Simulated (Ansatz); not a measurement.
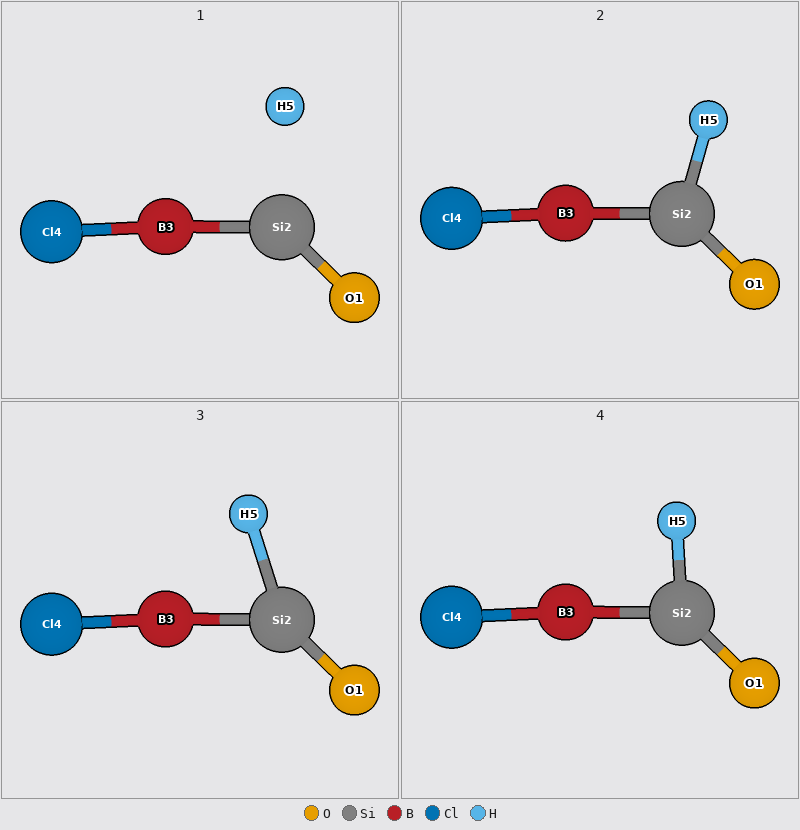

BClHOSi, SMILES [O-][SiH]=BCl, charge −1. 
- Coordinates scanned: (1) bond length Si2–H5; (2) angle H5–Si2–B3.
- Nothing is relaxed (all other coordinates rigid).
- The grid has 15 × 15 points.
- Energies: kJ/mol, counted from the relaxed molecule at the same level.
- Theory: Ansatz, RHF/def2-SVPD.

The numbered pictures are structures from this grid.

Rank them by energy, lowest first.

Answer. 2, at bond length Si2–H5 = 1.508 Å, angle H5–Si2–B3 = 106.6°: 0.03 kJ/mol; 4, at bond length Si2–H5 = 1.410 Å, angle H5–Si2–B3 = 86.6°: 44 kJ/mol; 1, at bond length Si2–H5 = 1.854 Å, angle H5–Si2–B3 = 91.6°: 78 kJ/mol; 3, at bond length Si2–H5 = 1.706 Å, angle H5–Si2–B3 = 71.6°: 111 kJ/mol.

The map, with the structures marked:

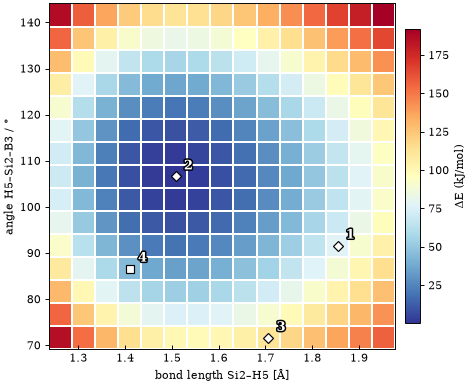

In the figure: one coloured cell a grid point.
